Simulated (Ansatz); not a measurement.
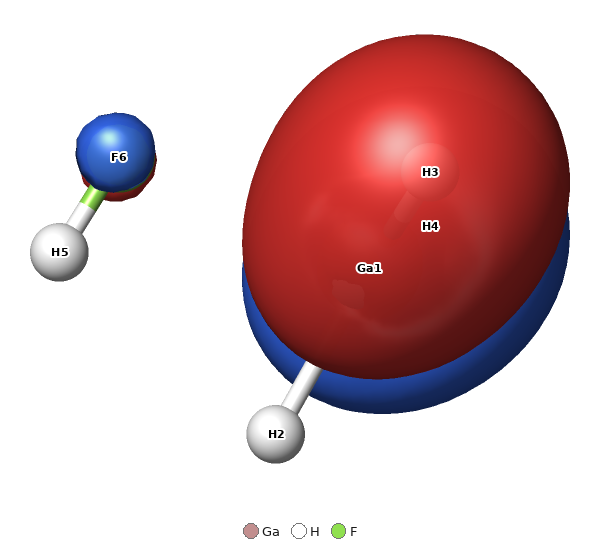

Figure. GaH3···HF. The HOMO at ±0.1 Å⁻³ᐟ² (blue and red are the two phases), seen from one side.

Level of theory: RKS r2SCAN-D4/def2-SVP (Ansatz).

Input file:

```
crystal:
  periodic: [false, false, false]
  atoms:
    - { symbol: Ga, position_ang: [0.173814, -0.914618, 0.234905] }
    - { symbol: H, position_ang: [1.143635, 0.138086, -0.350196] }
    - { symbol: H, position_ang: [-0.610517, -1.831943, -0.752084] }
    - { symbol: H, position_ang: [0.054572, -1.037513, 1.784503] }
    - { symbol: H, position_ang: [0.055105, 1.709498, -0.537888] }
    - { symbol: F, position_ang: [-0.81661, 1.936491, -0.379239] }
basis:
  gaussian: { orbitals: def2-SVP }
hamiltonian:
  xc: r2scan
  dispersion: d4
relax:
  f_tol: 0.03
  max_steps: 50
output:
  orbitals: {}
```

Launched as:

```sh
ansatz run input.yaml --threads 2 --pin off --max-ram 3072MiB --backend cpu --events-out ev --progress --plain --runs-dir out
```

The fields are those of the relaxed geometry.

Where does this orbital lie, and at what energy?

By Hirshfeld shares it lies mainly on Ga1 (about 40 %), H3 (about 30 %) and H4 (about 30 %). Its energy is −7.22 eV.
